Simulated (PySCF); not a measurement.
SiH2, SMILES [SiH2] (connectivity only; charge and spin as stated), neutral, multiplicity 1.

Geometry: r2SCAN-D4/def2-TZVPD. The isomer is the one that the SMILES or the coordinates give; other isomers of the formula were not compared.

Lowest vertical singlet excitation by several levels in PySCF, with rough processor times relative to the cheapest run on one machine. Each run also gave further roots (ADC and EOM-CCSD ionised and attached states too); roots are paired by order and the bases differ. EOM-CCSD serves as a yardstick, not as the true value; all levels that ended soundly for this molecule are listed, with differences from unrounded values.

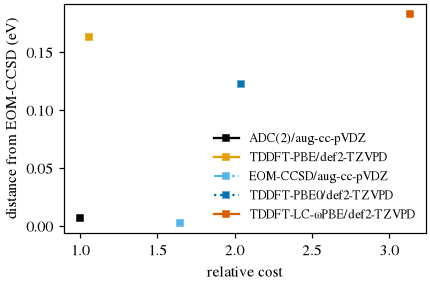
Figure. Cost against distance from EOM-CCSD for the lowest singlet.

```
level                     relative cost  S1 (eV)  S1 minus EOM-CCSD (eV)
------------------------  -------------  -------  ----------------------
ADC(2)/aug-cc-pVDZ                    1     2.48                    0.01
TDDFT-PBE/def2-TZVPD                  1     2.31                   -0.17
EOM-CCSD/aug-cc-pVDZ                  2     2.47                    0.00
TDDFT-PBE0/def2-TZVPD                 2     2.35                   -0.13
TDDFT-LC-ωPBE/def2-TZVPD              3     2.29                   -0.18
```
